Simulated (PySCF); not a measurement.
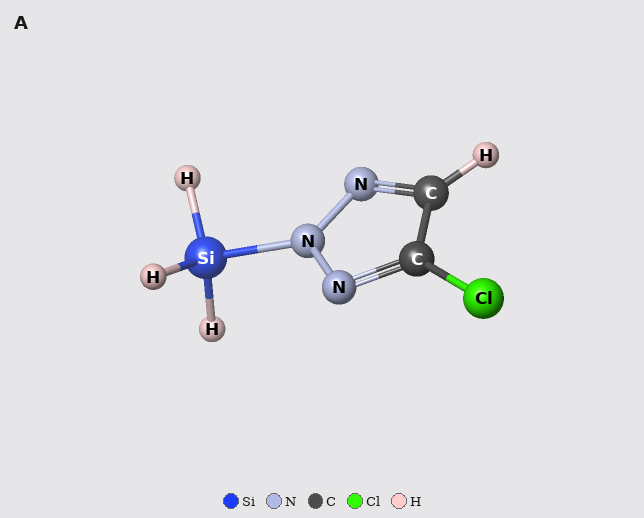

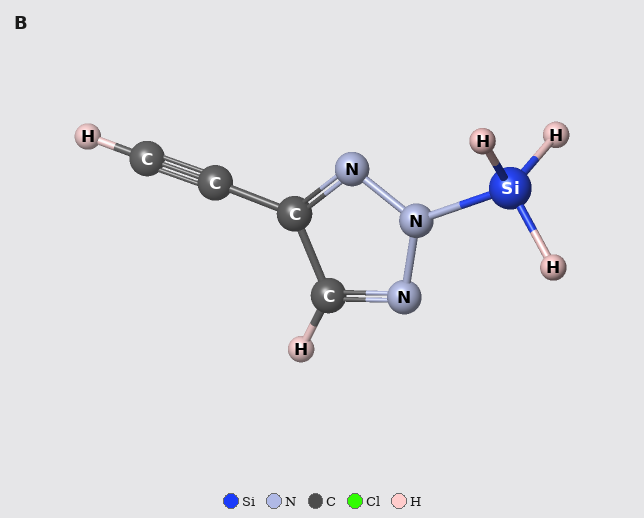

Two related species, optimised with GFN2-xTB; properties computed with PySCF 2.14.0. Both: charge 0, singlet.

Identify both.

A is C2H4ClN3Si ([SiH3]n1ncc(Cl)n1), B is C4H5N3Si (C#Cc1cnn([SiH3])n1).

Compare them. With CAM-B3LYP/def2-SVPD: dipole moment (D), HOMO–LUMO gap (eV), HOMO energy (Kohn–Sham orbital) (eV), lowest vertical singlet excitation (eV), mean static polarisability (bohr³). With GFN2-xTB: mean Si–H length (Å), mean Si–N length (Å).

| quantity | A | B |
| --- | --- | --- |
| dipole moment (D) | 1.66 | 0.55 |
| HOMO–LUMO gap (eV) | 9.35 | 8.69 |
| HOMO energy (Kohn–Sham orbital) (eV) | −8.96 | −8.58 |
| lowest vertical singlet excitation (eV) | 6.21 | 5.72 |
| mean static polarisability (bohr³) | 81.5 | 92.3 |
| mean Si–H length (Å) | 1.459 | 1.459 |
| mean Si–N length (Å) | 1.769 | 1.763 |

Each is one conformer, and no frequency run is at hand to confirm it as a minimum.

The geometry is semi-empirical. Around Si such bond lengths and angles can be off by a tenth of an ångström or more and by several degrees, and values that hang on the shape move with them.
